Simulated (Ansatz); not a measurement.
# Nb(110) slab, 5 layers: phonons and vibrational spectra

Task: relax Nb(110) slab, 5 layers, then find its harmonic phonons.

Method: DFT PBEsol, scalar-relativistic, plane waves, PAW, in Ansatz 0.2.0.

## (1) Starting point

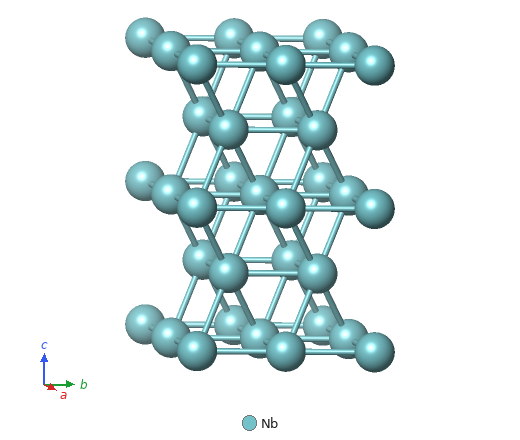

Start, viewed slightly off an axis; niobium teal. 2×2×1 cells are drawn. Some periodic images of atoms are drawn too.

The cell holds 5 atoms: 5 Nb. Its edges and angles: a = 2.858 Å, b = 2.858 Å, c = 22.334 Å, α = 90.0°, β = 90.0°, γ = 70.5°. Vacuum lies along c.

## (2) Rough relaxation

The start is far from rest, so a relaxation with loose tolerances brings it close first.

The program solves this slab on a cell height of its own, 42.5 Å, in place of the one typed.

input.yaml

```yaml
crystal:
  lattice:
    - [1.65, 2.33345, 0.0]
    - [-1.65, 2.33345, 0.0]
    - [0.0, 0.0, 22.33381]
  atoms:
    - { symbol: Nb, position: [0.0, 0.0, 0.291039] }
    - { symbol: Nb, position: [0.5, 0.5, 0.395519] }
    - { symbol: Nb, position: [0.0, 0.0, 0.5] }
    - { symbol: Nb, position: [0.5, 0.5, 0.604481] }
    - { symbol: Nb, position: [0.0, 0.0, 0.708961] }
  periodic: [true, true, false]
kpoints:
  mp_grid: { grid: [8, 8, 1] }
hamiltonian:
  xc: pbesol
scf:
  occupations: { method: gaussian, width: 0.1 }
output:
  forces: true
  stress: true
  eigenvalues: true
relax:
  adjacent_minimum: "off"
  f_tol: 0.05
  max_steps: 80
  cell: { stress_2d_tol: 0.02 }
```

Started as:

```bash
$ ansatz run input.yaml --threads 8 --pin off --max-ram 14336MiB --backend cpu --events-out ev --progress --plain --runs-dir out
```

Numbers of over 12 decimals in the logs are rounded to 6 here.

Log:

```text
[...]
cell:  # Å, volume = 302.0478 Å³
    - [1.622268, 2.192126, 0.0]
    - [-1.622268, 2.192126, 0.0]
    - [0.0, 0.0, 42.46758108564]
  atoms:
    - { symbol: Nb, position: [0, 0, 0.150760] }
    - { symbol: Nb, position: [0.5, 0.5, 0.206069] }
    - { symbol: Nb, position: [0, 0, 0.262951] }
    - { symbol: Nb, position: [0.5, 0.5, 0.319833] }
    - { symbol: Nb, position: [0, 0, 0.375142] }
[key lines of the parts left out:]
SCF converged after 7 iterations
Free energy (F): -22475.260440 eV
Fermi energy:    -4.644096 eV
P = ½ c Tr σ = -0.0078 N/m
```

It took 25 s on 8 threads of Arm Neoverse V2, shared host; peak memory 1.1 GiB.

The steps of the relaxation:

```tsv
step	energy less that of the first step (eV)	largest force component (eV/Å)	volume (Å³)
1	0.0000	0.5538	327.02
2	-0.0208	1.1564	299.18
3	-0.2475	0.1007	310.02
4	-0.2661	0.1510	309.52
5	-0.2915	0.1254	303.44
6	-0.2966	0.0679	301.68
7	-0.2972	0.0184	302.11
8	-0.2973	0.0023	302.05
9	-0.2973	0.0003	302.05
10	-0.2973	0.0002	302.05
11*	-0.2965	0.0001	302.05
```

Relaxation steps marked * repeat the geometry before them on a plane-wave basis chosen anew for their cell, so energy and pressure can jump there.

Forces are held to the 8 operations that the run works with; a distortion that breaks them can't arise in this run.

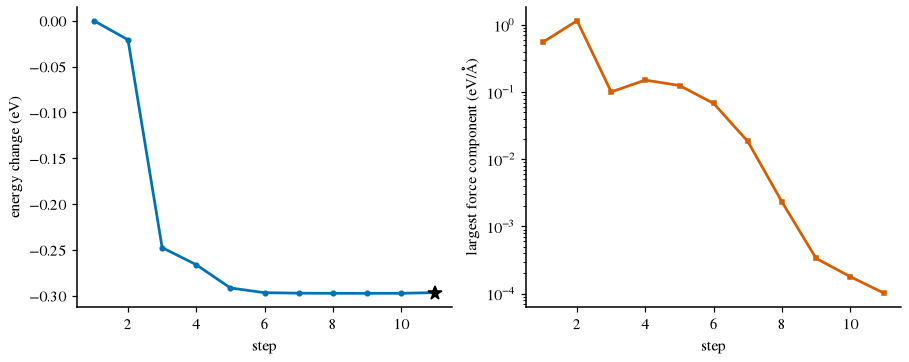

Energy and largest force along the relaxation. Stars mark steps on a basis chosen anew.

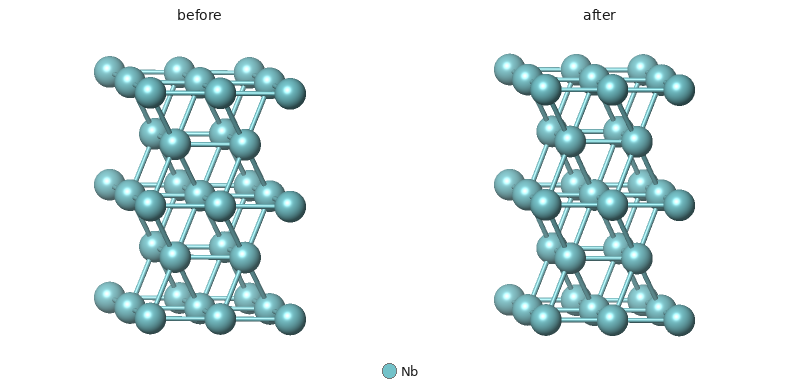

The structure before and after the relaxation, drawn at the same scale.

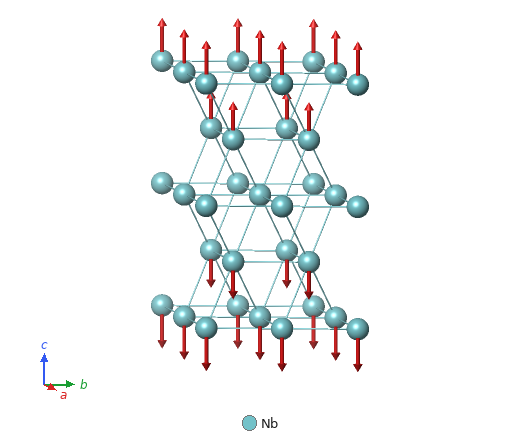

Displacements in the relaxation, exaggerated, measured against the changing cell; the longest in the cell stands for 0.10 Å. 2×2×1 cells are drawn. Some periodic images of atoms are drawn too.

```tsv
cell as run	before	after	change
a (Å)	2.858	2.727	-4.6 %
b (Å)	2.858	2.727	-4.6 %
γ (°)	70.53	73.01	+3.5 %
```

The atoms that moved most (Å, along periodic axes as changes of fractional coordinates times the final cell, across vacuum about the mean position):

```tsv
atom	dx	dy	dz	length
Nb1	0.000	0.000	-0.098	0.098
Nb5	0.000	0.000	0.098	0.098
Nb2	0.000	0.000	-0.082	0.082
Nb4	0.000	0.000	0.082	0.082
```

The relaxed structure:

```xyz
5
Lattice="1.6223 2.1921 0.0000 -1.6223 2.1921 0.0000 0.0000 0.0000 42.4676" Properties=species:S:1:pos:R:3
Nb    0.0000    0.0000    6.4024
Nb    0.0000    2.1921    8.7513
Nb    0.0000    0.0000   11.1669
Nb    0.0000    2.1921   13.5825
Nb    0.0000    0.0000   15.9314
```

Numbers from this step:

| Item | Value |
| --- | --- |
| gap on the k-mesh | 0 eV |
| area per atom | 1.422 Å² |

The relaxation ends with a largest force component of 1.0e-4 eV/Å.

## (3) Relaxation

The cell and atoms are relaxed, since residual forces and stress would shift the frequencies.

input.yaml

```yaml
crystal:
  lattice:
    - [1.6222681559, 2.1921260434, 0.0]
    - [-1.6222681559, 2.1921260434, 0.0]
    - [0.0, 0.0, 42.4675810856]
  atoms:
    - { symbol: Nb, position: [0.0, 0.0, 0.1507604495] }
    - { symbol: Nb, position: [0.5, 0.5, 0.2060693189] }
    - { symbol: Nb, position: [0.0, 0.0, 0.2629512846] }
    - { symbol: Nb, position: [0.5, 0.5, 0.3198332503] }
    - { symbol: Nb, position: [0.0, 0.0, 0.3751421197] }
  periodic: [true, true, false]
kpoints:
  mp_grid: { grid: [12, 12, 1] }
hamiltonian:
  xc: pbesol
scf:
  occupations: { method: gaussian, width: 0.1 }
output:
  forces: true
  stress: true
  eigenvalues: true
  write_density: true
  write_potential: true
  elf: true
  volumetric_format: npy
relax:
  adjacent_minimum: "off"
  f_tol: 0.005
  max_steps: 80
  cell: { stress_2d_tol: 0.02 }
```

Log:

```text
[...]
Crystal: 5 atoms, lattice volume = 302.048 Å³
Basis set: ecut = 420 eV, 5983 PW (Γ), exchange–correlation on 40×40×576 points (8 copies of the dense FFT grid, shifted against one another)
Bands: 39, of which v1, the nominal top of the filled ones, is band 33 counted from 1 (32 counted from 0)
Symmetry: 8 space group operations
[...]
k-points: 43 of 144
[...]
SCF iter   1: F=—  HF=-22475.348806 eV  |F-HF|=—  |Δ(HF+E_count)|=         —  Δρ=8.63e-3  dr2=5.48e0  ethr=1.77e-3  ⟨swp⟩=12.2  Hψ=11292  notcnv=0
[...]
SCF iter   9: F=-22475.218778 eV  HF=-22475.218778 eV  |F-HF|=3.09e-9  |Δ(HF+E_count)|=   2.02e-8  Δρ=3.47e-7  dr2=5.67e-10  ethr=7.64e-12  ⟨swp⟩=10.7  Hψ=14298  notcnv=0
SCF 1 converged in 9 iterations: F = -22475.218778 eV  dr2 = 5.67e-10
[...]
relax step   1: F+E_penalty+E_count = -22475.21877792 eV  Δ(F+E_penalty+E_count) = +0.000e0 eV  max|allowed force component| = 3.138e-2 eV/Å  Δτ_max = 0.0000 Å  P = -0.071 N/m  Ω = 302.048 Å³  fix = [c, alpha, beta]  reactions: c +0.000 N/m  (9 SCF iters, dr2 threshold 1.00e-7 eV, accepted)
Crystal: 5 atoms, lattice volume = 301.687 Å³
[...]
SCF iter   6: F=-22475.218811 eV  HF=-22475.218811 eV  |F-HF|=6.91e-8  |Δ(HF+E_count)|=   4.71e-7  Δρ=2.96e-6  dr2=7.98e-8  ethr=2.77e-10  ⟨swp⟩=25.6  Hψ=21935  notcnv=0
SCF 2 converged in 6 iterations: F = -22475.218811 eV  dr2 = 7.98e-8
relax step   2: F+E_penalty+E_count = -22475.21881138 eV  Δ(F+E_penalty+E_count) = -3.345e-5 eV  max|allowed force component| = 6.710e-2 eV/Å  Δτ_max = 0.0085 Å  P = +0.461 N/m  Ω = 301.687 Å³  energy of the carried Pulay correction = +1.416e-5 eV  fix = [c, alpha, beta]  reactions: c +0.000 N/m  (6 SCF iters, dr2 threshold 1.80e-7 eV, accepted)
Crystal: 5 atoms, lattice volume = 301.920 Å³
[...]
SCF iter   6: F=-22475.219477 eV  HF=-22475.219477 eV  |F-HF|=2.20e-8  |Δ(HF+E_count)|=   5.30e-7  Δρ=2.05e-6  dr2=6.72e-8  ethr=4.33e-10  ⟨swp⟩=23.2  Hψ=21059  notcnv=0
SCF 3 converged in 6 iterations: F = -22475.219477 eV  dr2 = 6.72e-8
relax step   3: F+E_penalty+E_count = -22475.21947676 eV  Δ(F+E_penalty+E_count) = -6.654e-4 eV  max|allowed force component| = 2.647e-3 eV/Å  Δτ_max = 0.0056 Å  P = +0.092 N/m  Ω = 301.920 Å³  energy of the carried Pulay correction = +5.012e-6 eV  fix = [c, alpha, beta]  reactions: c +0.000 N/m  (6 SCF iters, dr2 threshold 2.81e-7 eV, accepted)
[...]
relax step   4: F+E_penalty+E_count = -22475.21949921 eV  Δ(F+E_penalty+E_count) = -2.245e-5 eV  max|allowed force component| = 1.224e-3 eV/Å  Δτ_max = 0.0026 Å  P = +0.082 N/m  Ω = 302.036 Å³  energy of the carried Pulay correction = +4.685e-7 eV  fix = [c, alpha, beta]  reactions: c +0.000 N/m  (6 SCF iters, dr2 threshold 8.19e-9 eV, accepted)
[...]
relax step   5: F+E_penalty+E_count = -22475.21950968 eV  Δ(F+E_penalty+E_count) = -1.047e-5 eV  max|allowed force component| = 5.444e-4 eV/Å  Δτ_max = 0.0029 Å  P = -0.009 N/m  Ω = 302.261 Å³  energy of the carried Pulay correction = -8.376e-6 eV  fix = [c, alpha, beta]  reactions: c +0.000 N/m  (6 SCF iters, dr2 threshold 8.57e-9 eV, accepted)
[...]
SCF iter   1: F=—  HF=-22475.219191 eV  |F-HF|=—  |Δ(HF+E_count)|=         —  Δρ=7.77e-6  dr2=1.31e-8  ethr=1.26e-6  ⟨swp⟩=6.0  Hψ=17915  notcnv=0
eigensolver tolerance schedule: the retry pair's looser diagonalisation over-reported the residual by 62544.24 of it (diagonalisation noise at an unbounded share of the residual, at the tolerance the schedule requests for it); recorded, not acted on — ethr = c·dr2/N_el stays at c = 1.0e-1
[...]
SCF iter   2: F=—  HF=-22475.219518 eV  |F-HF|=—  |Δ(HF+E_count)|=   3.27e-4  Δρ=1.83e-6  dr2=6.17e-9  ethr=2.01e-11  ⟨swp⟩=8.0  Hψ=8698  notcnv=0
[...]
SCF iter   7: F=-22475.219518 eV  HF=-22475.219518 eV  |F-HF|=1.13e-10  |Δ(HF+E_count)|=  2.44e-10  Δρ=9.01e-9  dr2=7.26e-13  ethr=1.00e-12  ⟨swp⟩=15.5  Hψ=11772  notcnv=0
SCF 6 converged in 7 iterations: F = -22475.219518 eV  dr2 = 7.26e-13
relax step   6: F+E_penalty+E_count = -22475.21951800 eV  Δ(F+E_penalty+E_count) = -8.323e-6 eV  max|allowed force component| = 5.531e-4 eV/Å  Δτ_max = 0.0000 Å  P = -0.009 N/m  Ω = 302.261 Å³  fix = [c, alpha, beta]  reactions: c +0.000 N/m  stress off target by 1.81e-2 N/m on what of the cell is left free  SCF on the basis re-selected at this cell (its energy is not comparable with the rows above)  (7 SCF iters)
basis re-selected at this cell: Δ(F+E_penalty+E_count) = -8.323e-6 eV, ΔP = -0.000 N/m vs the last step (what re-selecting the basis moved, of the pressure what is left beyond the Pulay correction that the steps carried, after the strain that the cell walked since its last selection, with what the two solves' SCF thresholds leave and, on support functions, any second-order correction that the steps lacked; it is no m [...]
SCF converged after 7 iterations
Free energy (F): -22475.219518 eV
[...]
Internal energy: -22475.188621 eV  (E = F + TS)
E sigma→0 (E₀):  -22475.204069 eV
Entropy (-TS):   -0.030897 eV (-6.179 meV/atom)
Fermi energy:    -4.684249 eV
[...]
--- Forces (eV/Å), atoms counted from 1 ---
  atom   1  Nb     0.00000000     0.00000000     0.00055309
  atom   2  Nb     0.00000000     0.00000000    -0.00033491
  atom   3  Nb     0.00000000     0.00000000     0.00000000
  atom   4  Nb     0.00000000     0.00000000     0.00033491
  atom   5  Nb     0.00000000     0.00000000    -0.00055309
  max |Σ_I F_I| component: 0.00e0 eV/Å
--- 2D stress c σ (N/m, compression-positive) ---
       -0.018106       0.000000       0.000000
        0.000000      -0.000142       0.000000
        0.000000       0.000000       0.000000
  P = ½ c Tr σ = -0.0091 N/m
--- Band table (eV; the first three rows and the last of 43) ---
  k-point 0: bands = [... 29 lower, -5.4387, -5.2048, -5.1692, -4.9334, -4.7805, -3.9727, -3.4761, -3.1859, ... 2 higher]
  k-point 1: bands = [... 29 lower, -5.4957, -5.2039, -5.1231, -5.0718, -4.6566, -4.2506, -3.5953, -3.5250, ... 2 higher]
  k-point 2: bands = [... 29 lower, -5.5483, -5.4867, -5.2129, -4.9566, -4.8361, -4.4218, -4.0440, -3.5542, ... 2 higher]
  k-point 42: bands = [... 29 lower, -5.3731, -4.7427, -3.9115, -2.7781, -2.7413, -2.6769, -2.0614, -2.0051, ... 2 higher]
--- Relaxed structure (5 steps of the walk, 5 accepted, 1 SCFs on fresh bases) ---
[...]
cell:  # Å, volume = 302.2611 Å³
    - [1.618299, 2.199055, 0.0]
    - [-1.618299, 2.199055, 0.0]
    - [0.0, 0.0, 42.4675810856]
  atoms:
    - { symbol: Nb, position: [0, 0, 0.150937] }
    - { symbol: Nb, position: [0.500000, 0.500000, 0.206077] }
    - { symbol: Nb, position: [0, 0, 0.262951] }
    - { symbol: Nb, position: [0.500000, 0.500000, 0.319825] }
    - { symbol: Nb, position: [0, 0, 0.374966] }
```

Wall time 27 s (8 threads); peak memory 1.2 GiB.

Step by step:

```tsv
step	energy less that of the first step (eV)	largest force component (eV/Å)	volume (Å³)
1	0.0000	0.0314	302.05
2	0.0000	0.0671	301.69
3	-0.0007	0.0026	301.92
4	-0.0007	0.0012	302.04
5	-0.0007	0.0005	302.26
6*	-0.0007	0.0006	302.26
```

Relaxation steps marked * repeat the geometry before them on a plane-wave basis chosen anew for their cell, so energy and pressure can jump there.

Forces are held to the 8 operations that the run works with; a distortion that breaks them can't arise in this run.

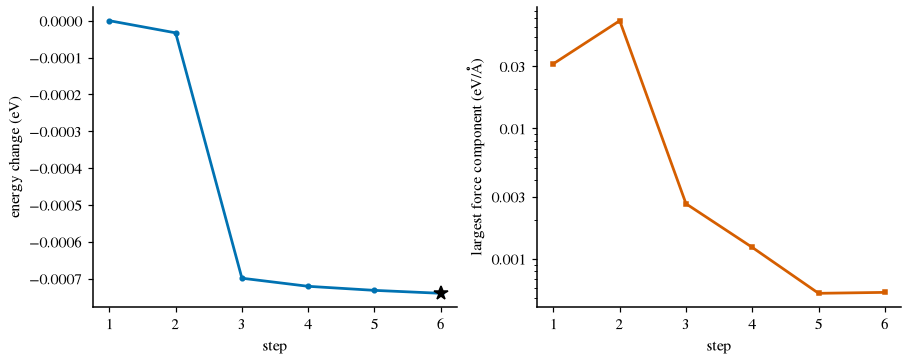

Energy and largest force along the relaxation. Stars mark steps on a basis chosen anew.

```tsv
cell as run	before	after	change
a (Å)	2.727	2.730	+0.1 %
b (Å)	2.727	2.730	+0.1 %
γ (°)	73.01	72.70	-0.4 %
```

Final coordinates:

```cif
data_structure
_symmetry_space_group_name_H-M 'P 1'
_symmetry_Int_Tables_number 1
_cell_length_a 2.7303
_cell_length_b 2.7303
_cell_length_c 42.4676
_cell_angle_alpha 90.000
_cell_angle_beta 90.000
_cell_angle_gamma 72.699
_cell_volume 302.26
loop_
_atom_site_label
_atom_site_type_symbol
_atom_site_fract_x
_atom_site_fract_y
_atom_site_fract_z
_atom_site_occupancy
Nb1 Nb 0.00000 0.00000 0.15094 1
Nb2 Nb 0.50000 0.50000 0.20608 1
Nb3 Nb 0.00000 0.00000 0.26295 1
Nb4 Nb 0.50000 0.50000 0.31983 1
Nb5 Nb 0.00000 0.00000 0.37497 1
```

Numbers from this step:

```
area per atom : 1.423 Å²
```

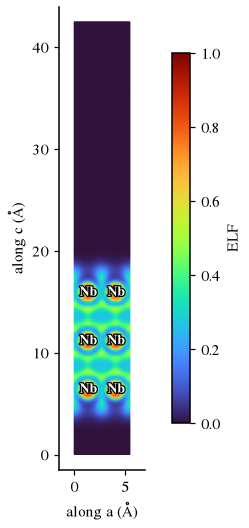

ELF in the ac plane at fractional y = 0.000, with atoms of Nb within 0.2 Å of it. It is the smooth field of the valence electrons, not physical close to the nuclei. The map starts off the cell's origin, so that atoms lie inside it.

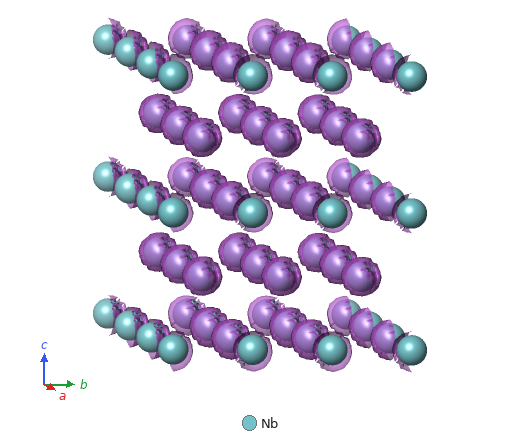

Surface of ELF = 0.72. 3×3×1 cells are drawn.

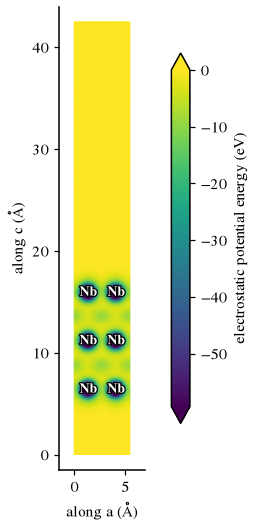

Electrostatic potential energy in the ac plane at fractional y = 0.000, with atoms of Nb within 0.2 Å of it. With pseudopotentials it is smooth inside the atoms' cores, unlike the true potential. The map starts off the cell's origin, so that atoms lie inside it.

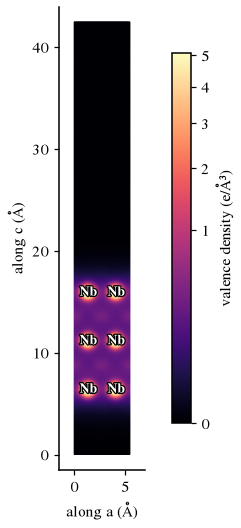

Valence density in the ac plane at fractional y = 0.000, with atoms of Nb within 0.2 Å of it. It is the smooth field of the valence electrons, not physical close to the nuclei. The map starts off the cell's origin, so that atoms lie inside it. The colour scale is stretched toward low values.

## (4) Relaxing to small forces for the phonons

Phonons need a cell at rest on their own settings, so the relaxation is repeated with tight tolerances on forces and stress, using the mesh and the filling of the phonon run that follows.

input.yaml, the sections that differ from step 3:

```yaml
crystal:
  lattice:
    - [1.6182985115, 2.1990553107, 0.0]
    - [-1.6182985115, 2.1990553107, 0.0]
    - [0.0, 0.0, 42.4675810856]
  atoms:
    - { symbol: Nb, position: [0.0, 0.0, 0.1509366293] }
    - { symbol: Nb, position: [0.5, 0.5, 0.206077248] }
    - { symbol: Nb, position: [0.0, 0.0, 0.2629512846] }
    - { symbol: Nb, position: [0.5, 0.5, 0.3198253212] }
    - { symbol: Nb, position: [0.0, 0.0, 0.3749659399] }
  periodic: [true, true, false]
scf:
  occupations: { method: methfessel_paxton, width: 0.15 }
relax:
  adjacent_minimum: "off"
  f_tol: 0.001
  max_steps: 60
  cell: { stress_2d_tol: 0.002 }
# kpoints, hamiltonian, output: as in step 3
```

Log:

```text
[...]
Crystal: 5 atoms, lattice volume = 302.261 Å³
Basis set: ecut = 420 eV, 5991 PW (Γ), exchange–correlation on 40×40×576 points (8 copies of the dense FFT grid, shifted against one another)
Bands: 39, of which v1, the nominal top of the filled ones, is band 33 counted from 1 (32 counted from 0)
Symmetry: 8 space group operations
[...]
k-points: 43 of 144
[...]
--- Relaxed structure (6 steps of the walk, 5 accepted, 1 SCFs on fresh bases) ---
[...]
cell:  # Å, volume = 302.1748 Å³
    - [1.618237, 2.198511, 0]
    - [-1.618237, 2.198511, 0]
    - [0, 0, 42.4675810856]
  atoms:
    - { symbol: Nb, position: [0, 0, 0.150936] }
    - { symbol: Nb, position: [0.5, 0.5, 0.206084] }
    - { symbol: Nb, position: [0, 0, 0.2629512846] }
    - { symbol: Nb, position: [0.5, 0.5, 0.319818] }
    - { symbol: Nb, position: [0, 0, 0.374967] }
[key lines of the parts left out:]
SCF converged after 10 iterations
Free energy (F): -22475.204444 eV
Fermi energy:    -4.685178 eV
P = ½ c Tr σ = 0.0000 N/m
```

It took 32 s on 8 threads; peak memory 1.2 GiB; 4.1 min of CPU time.

Little changed from the start: no atom moved by 0.005 Å and no cell edge by 0.1 %.

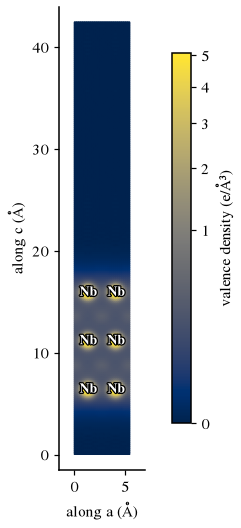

Valence density in the ac plane at fractional y = 0.000, with atoms of Nb within 0.2 Å of it. It is the smooth field of the valence electrons, not physical close to the nuclei. The map starts off the cell's origin, so that atoms lie inside it. The colour scale is stretched toward low values.

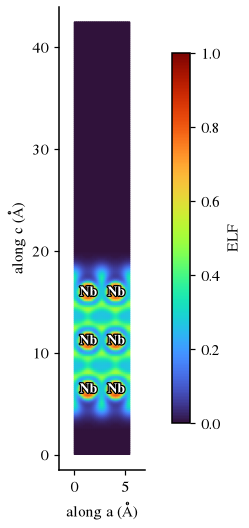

ELF in the ac plane at fractional y = 0.000, with atoms of Nb within 0.2 Å of it. It is the smooth field of the valence electrons, not physical close to the nuclei. The map starts off the cell's origin, so that atoms lie inside it.

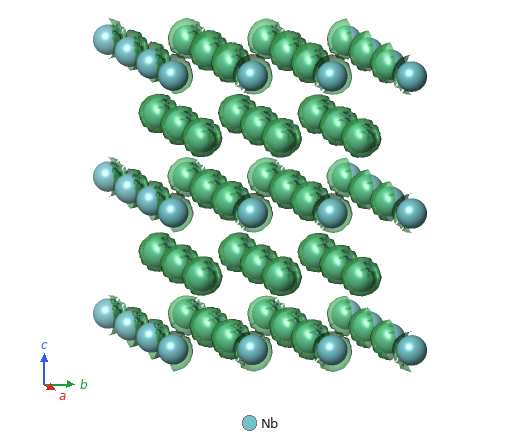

Surface of ELF = 0.72. 3×3×1 cells are drawn.

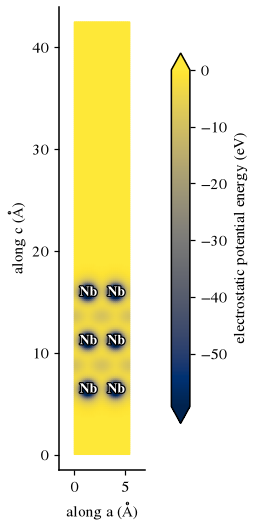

Electrostatic potential energy in the ac plane at fractional y = 0.000, with atoms of Nb within 0.2 Å of it. With pseudopotentials it is smooth inside the atoms' cores, unlike the true potential. The map starts off the cell's origin, so that atoms lie inside it.

The largest force component left is 0.013 meV/Å, within the tolerances set.

[end of part 1 of 2]

[Logs are printed without paths, hosts, clocks, repeated set-up lines and the standing remarks that a program may print on its own settings, such as how far it seeks lower states.]

[Hosts, paths, dates, database ids (printed as entryN), source tags and the programs' standing remarks are cut or masked in the printed files.]
